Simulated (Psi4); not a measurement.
# Energy and gradient calculation, with input and output: C₂H₃Si (part 1 of 2)

The run: energy and gradient calculation of C₂H₃Si, multiplicity 2, SMILES [C]#C[SiH3]. Method and program: M06-L/def2-TZVP, UKS (Psi4 1.11).

The geometry comes from this level: PBE0-D4/def2-TZVP.

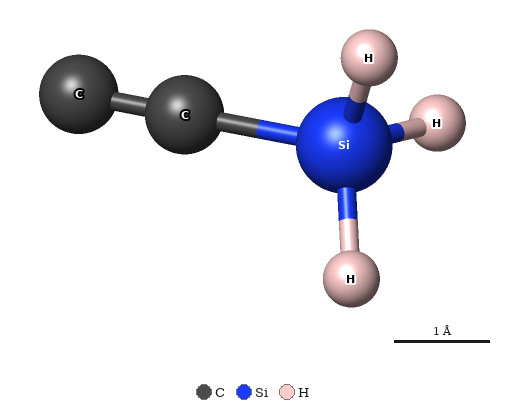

Figure 1. The structure as given in the input (ball-and-stick view, seen at a tilt).

**Input (calc.in)**
```
memory 1.6 GB

molecule geom {
  0 2
  C      2.07832079    -3.67306067     2.01728264
  C      1.06561656    -1.87857674     1.01837341
  Si    -0.46543954     0.82656621    -0.48565961
  H     -2.74199261    -0.06746322    -1.85041982
  H      1.33452459     2.00140894    -2.28127738
  H     -1.19166129     2.66980507     1.49439542
  units bohr
  symmetry c1
  no_reorient
  no_com
}

set basis def2-TZVP
set reference uks
set puream true
set e_convergence 1e-09
set d_convergence 1e-06
set scf_type pk
set dft_radial_points 99
set dft_spherical_points 590
set maxiter 150
set level_shift 0.3
set level_shift_cutoff 1e-09

result, w = gradient("m06-l", return_wfn=True)
oeprop(w, "QUADRUPOLE", "WIBERG_LOWDIN_INDICES", "MAYER_INDICES")
print_variables()
```

Command:
```bash
psi4 -n 1 calc.in calc.out
```

**Log**
```
Psi4 1.11 release

gradient() will perform analytic gradient computation.

   => Loading Basis Set <=

    Name: DEF2-TZVP
    Role: ORBITAL
    Keyword: BASIS

         ---------------------------------------------------------
                                   SCF
                              UKS Reference
                        1 Threads,   1525 MiB Core
         ---------------------------------------------------------

  ==> Geometry <==

    Molecular point group: c1
    Full point group: C1

    Geometry (in Bohr), charge = 0, multiplicity = 2:

       Center              X                  Y                   Z               Mass
    ------------   -----------------  -----------------  -----------------  -----------------
         C            2.078320790000    -3.673060670000     2.017282640000    12.000000000000
         C            1.065616560000    -1.878576740000     1.018373410000    12.000000000000
         SI          -0.465439540000     0.826566210000    -0.485659610000    27.976926534650
         H           -2.741992610000    -0.067463220000    -1.850419820000     1.007825032230
         H            1.334524590000     2.001408940000    -2.281277380000     1.007825032230
         H           -1.191661290000     2.669805070000     1.494395420000     1.007825032230

  Running in c1 symmetry.

  Rotational constants: A =      2.82938  B =      0.15633  C =      0.15632 [cm^-1]
  Rotational constants: A =  84822.75057  B =   4686.67342  C =   4686.33560 [MHz]
  Nuclear repulsion =   76.367132954154442

  Charge       = 0
  Multiplicity = 2
  Electrons    = 29
  Nalpha       = 15
  Nbeta        = 14

  ==> Algorithm <==

  SCF Algorithm Type is PK.
  DIIS enabled.
  MOM disabled.
  Fractional occupation disabled.
  Guess Type is SAD.
  Energy threshold   = 1.00e-09
  Density threshold  = 1.00e-06
  Integral threshold = 1.00e-12

  ==> Primary Basis <==

  Basis Set: DEF2-TZVP
    Blend: DEF2-TZVP
    Number of shells: 47
    Number of basis functions: 117
    Number of Cartesian functions: 132
    Spherical Harmonics?: true
    Max angular momentum: 3

  ==> DFT Potential <==

   => LibXC <=

    Version 7.1.2

   => Composite Functional: M06-L <=

    M06-L Meta-GGA XC Functional

    Deriv               =              1
    GGA                 =           TRUE
    Meta                =           TRUE

    Exchange Hybrid     =          FALSE
    MP2 Hybrid          =          FALSE

   => Exchange Functionals <=

    1.0000   XC_MGGA_X_M06_L

   => Correlation Functionals <=

    1.0000   XC_MGGA_C_M06_L

   => LibXC Density Thresholds  <==

    XC_MGGA_C_M06_L:  1.00E-12
    XC_MGGA_X_M06_L:  1.00E-15

   => Molecular Quadrature <=

    Radial Scheme          =       TREUTLER
    Pruning Scheme         =           NONE
    Nuclear Scheme         =       TREUTLER

    Blocking Scheme        =         OCTREE
    BS radius alpha        =              1
    Pruning alpha          =              1
    Radial Points          =             99
    Spherical Points       =            590
    Total Points           =         335383
    Total Blocks           =           2432
    Max Points             =            256
    Max Functions          =            115
    Weights Tolerance      =       1.00E-15

  ==> Integral Setup <==

  Using in-core PK algorithm.
   Calculation information:
      Number of atoms:                   6
      Number of AO shells:              47
      Number of primitives:             85
      Number of atomic orbitals:       132
      Number of basis functions:       117

      Integral cutoff                 1.00e-12
      Number of threads:                 1

  Performing in-core PK
  Using 47658312 doubles for integral storage.
  We computed 590320 shell quartets total.
  Whereas there are 636756 unique shell quartets.

  ==> DiskJK: Disk-Based J/K Matrices <==

    J tasked:                  Yes
    K tasked:                   No
    wK tasked:                  No
    Memory [MiB]:             1029
    Schwarz Cutoff:          1E-12

  Cached 4.8% of DFT collocation blocks in 0.108 [GiB].

  Minimum eigenvalue in the overlap matrix is 6.9777501773E-05.
  Reciprocal condition number of the overlap matrix is 1.1870636930E-05.
    Using symmetric orthogonalization.

  ==> Pre-Iterations <==

  SCF Guess: Superposition of Atomic Densities via on-the-fly atomic UHF (no occupation information).

   -------------------------
    Irrep   Nso     Nmo
   -------------------------
     A        117     117
   -------------------------
    Total     117     117
   -------------------------

  ==> Iterations <==

                        Total Energy        Delta E     RMS |[F,P]|

   @UKS iter SAD:  -366.71047782452848   -3.66710e+02   0.00000e+00
   @UKS iter   1:  -367.07764225309734   -3.67164e-01   6.47339e-03 ADIIS/DIIS/SHIFT
   @UKS iter   2:  -367.03055171215703    4.70905e-02   6.94658e-03 ADIIS/DIIS/SHIFT
   @UKS iter   3:  -367.30691180173858   -2.76360e-01   2.26420e-03 ADIIS/DIIS/SHIFT
   @UKS iter   4:  -367.34128177713563   -3.43700e-02   9.67227e-04 ADIIS/DIIS/SHIFT
   @UKS iter   5:  -367.35100869282917   -9.72692e-03   3.63706e-04 ADIIS/DIIS/SHIFT
   @UKS iter   6:  -367.35399630869512   -2.98762e-03   1.83490e-04 ADIIS/DIIS/SHIFT
   @UKS iter   7:  -367.35495346628807   -9.57158e-04   1.23705e-04 ADIIS/DIIS/SHIFT
   @UKS iter   8:  -367.35519779852655   -2.44332e-04   7.47863e-05 DIIS/SHIFT
   @UKS iter   9:  -367.35533874690105   -1.40948e-04   4.05652e-05 DIIS/SHIFT
   @UKS iter  10:  -367.35539320931679   -5.44624e-05   2.80220e-05 DIIS/SHIFT
   @UKS iter  11:  -367.35542307551606   -2.98662e-05   2.37922e-05 DIIS/SHIFT
   @UKS iter  12:  -367.35543897554356   -1.59000e-05   1.16361e-05 DIIS/SHIFT
   @UKS iter  13:  -367.35544714603628   -8.17049e-06   9.51993e-06 DIIS/SHIFT
   @UKS iter  14:  -367.35545007069697   -2.92466e-06   6.07320e-06 DIIS/SHIFT
   @UKS iter  15:  -367.35545134429395   -1.27360e-06   5.39714e-06 DIIS/SHIFT
   @UKS iter  16:  -367.35545184669729   -5.02403e-07   2.93382e-06 DIIS/SHIFT
   @UKS iter  17:  -367.35545200793661   -1.61239e-07   1.60914e-06 DIIS/SHIFT
   @UKS iter  18:  -367.35545205754812   -4.96115e-08   8.92393e-07 DIIS/SHIFT
   @UKS iter  19:  -367.35545207239323   -1.48451e-08   5.52191e-07 DIIS/SHIFT
   @UKS iter  20:  -367.35545207714449   -4.75126e-09   2.88568e-07 DIIS/SHIFT
   @UKS iter  21:  -367.35545207860525   -1.46076e-09   1.44945e-07 DIIS/SHIFT
   @UKS iter  22:  -367.35545207903436   -4.29111e-10   7.75889e-08 DIIS/SHIFT
  Energy and wave function converged.

  ==> Post-Iterations <==

   Electrons on quadrature grid:
      Nalpha   =   14.9999999550 ; deviation = -4.503e-08
      Nbeta    =   13.9999999591 ; deviation = -4.085e-08
      Ntotal   =   28.9999999141 ; deviation = -8.588e-08

   @Spin Contamination Metric:   4.179692389E-02
   @S^2 Expected:                7.500000000E-01
   @S^2 Observed:                7.917969239E-01
   @S   Expected:                5.000000000E-01
   @S   Observed:                5.000000000E-01

    Orbital Energies [Eh]
    ---------------------

    Alpha Occupied:

       1A    -65.840743     2A    -10.107994     3A    -10.056762
       4A     -5.259194     5A     -3.569253     6A     -3.567313
       7A     -3.567312     8A     -0.730388     9A     -0.547522
      10A     -0.413817    11A     -0.342743    12A     -0.342728
      13A     -0.341136    14A     -0.284092    15A     -0.284085

    Alpha Virtual:

      16A      0.263381    17A      0.263385    18A      0.321848
      19A      0.363216    20A      0.366930    21A      0.366941
      22A      0.456158    23A      0.478833    24A      0.478836
      25A      0.506889    26A      0.521801    27A      0.521808
      28A      0.523245    29A      0.590299    30A      0.602549
      31A      0.602569    32A      0.617803    33A      0.617823
      34A      0.660876    35A      0.697921    36A      0.697951
      37A      0.764277    38A      0.801217    39A      0.801249
      40A      0.832645    41A      0.894017    42A      0.934773
      43A      0.934800    44A      1.033110    45A      1.112369
      46A      1.112526    47A      1.174432    48A      1.195076
      49A      1.195326    50A      1.222723    51A      1.227737
      52A      1.227799    53A      1.342096    54A      1.342108
      55A      1.358301    56A      1.407190    57A      1.414191
      58A      1.414375    59A      1.478293    60A      1.576489
      61A      1.576677    62A      1.654952    63A      1.654982
      64A      1.693791    65A      1.772615    66A      1.772619
      67A      1.879349    68A      1.973620    69A      1.976305
      70A      1.976394    71A      1.999891    72A      1.999958
      73A      2.195403    74A      2.195418    75A      2.204280
      76A      2.221729    77A      2.337910    78A      2.338064
      79A      2.408233    80A      2.461755    81A      2.681888
      82A      2.681960    83A      2.689728    84A      2.849405
      85A      2.896403    86A      2.897843    87A      2.897870
      88A      2.909319    89A      3.056775    90A      3.121482
      91A      3.121586    92A      3.226986    93A      3.227108
      94A      3.309846    95A      3.309848    96A      3.325745
      97A      3.335071    98A      3.366712    99A      3.446746
     100A      3.446795   101A      3.558591   102A      3.558635
     103A      3.951414   104A      3.951436   105A      3.970802
     106A      4.028745   107A      4.028773   108A      4.953386
     109A      4.953465   110A      5.024165   111A      5.057588
     112A      6.506344   113A      6.506395   114A      6.983906
     115A     11.654817   116A     22.366350   117A     23.005747

    Beta Occupied:

       1A    -65.840455     2A    -10.088461     3A    -10.055909
       4A     -5.258963     5A     -3.568597     6A     -3.567092
       7A     -3.567091     8A     -0.709780     9A     -0.538789
      10A     -0.392290    11A     -0.343336    12A     -0.343323
      13A     -0.268690    14A     -0.268683

    Beta Virtual:

      15A      0.102690    16A      0.281563    17A      0.281571
      18A      0.322378    19A      0.361350    20A      0.369237
      21A      0.369244    22A      0.459707    23A      0.470481
      24A      0.481152    25A      0.481155    26A      0.519171
      27A      0.519175    28A      0.524352    29A      0.589766
      30A      0.611643    31A      0.611647    32A      0.620870
      33A      0.620873    34A      0.663567    35A      0.690454
      36A      0.690484    37A      0.763492    38A      0.799414
      39A      0.799443    40A      0.832262    41A      0.893851
      42A      0.945971    43A      0.946009    44A      1.021905
      45A      1.122654    46A      1.122794    47A      1.174088
      48A      1.184235    49A      1.203776    50A      1.203990
      51A      1.228728    52A      1.228779    53A      1.338252
      54A      1.342577    55A      1.342588    56A      1.401469
      57A      1.415992    58A      1.416156    59A      1.474711
      60A      1.575746    61A      1.575928    62A      1.655592
      63A      1.655626    64A      1.692500    65A      1.786911
      66A      1.786916    67A      1.887009    68A      1.971517
      69A      1.972838    70A      1.973044    71A      2.006507
      72A      2.006568    73A      2.176188    74A      2.195176
      75A      2.195192    76A      2.216374    77A      2.337313
      78A      2.337468    79A      2.407279    80A      2.443798
      81A      2.675053    82A      2.682512    83A      2.682580
      84A      2.836733    85A      2.911519    86A      2.911547
      87A      2.919116    88A      2.931757    89A      3.051045
      90A      3.149663    91A      3.149785    92A      3.246889
      93A      3.247027    94A      3.253580    95A      3.354370
      96A      3.362378    97A      3.366471    98A      3.366565
      99A      3.465884   100A      3.466074   101A      3.546759
     102A      3.546849   103A      3.868841   104A      3.941439
     105A      3.941479   106A      4.049939   107A      4.049992
     108A      4.927338   109A      4.952380   110A      4.952456
     111A      5.011675   112A      6.506175   113A      6.506225
     114A      6.979509   115A     11.654259   116A     22.341143
     117A     22.990078

    Final Occupation by Irrep:
              A
    DOCC [    14 ]
    SOCC [     1 ]
    NA   [    15 ]
    NB   [    14 ]

  @UKS Final Energy:  -367.35545207903436

   => Energetics <=

    Nuclear Repulsion Energy =             76.3671329541544424
    One-Electron Energy =                -656.3713856684937582
    Two-Electron Energy =                 245.4652846957501424
    DFT Exchange-Correlation Energy =     -32.8164840604451484
    Empirical Dispersion Energy =           0.0000000000000000
    VV10 Nonlocal Energy =                  0.0000000000000000
    Total Energy =                       -367.3554520790343645

  UHF NO Occupations:
  HONO-2 :   13  A 1.9900378
  HONO-1 :   14  A 1.9900378
  HONO-0 :   15  A 1.0000000
  LUNO+0 :   16  A 0.0099622
  LUNO+1 :   17  A 0.0099622
  LUNO+2 :   18  A 0.0007831
  LUNO+3 :   19  A 0.0002733

Computation Completed

Properties will be evaluated at   0.000000,   0.000000,   0.000000 [a0]

Properties computed using the SCF density matrix

 Multipole Moments:

 ------------------------------------------------------------------------------------
     Multipole            Electronic (a.u.)      Nuclear  (a.u.)        Total (a.u.)
 ------------------------------------------------------------------------------------
```
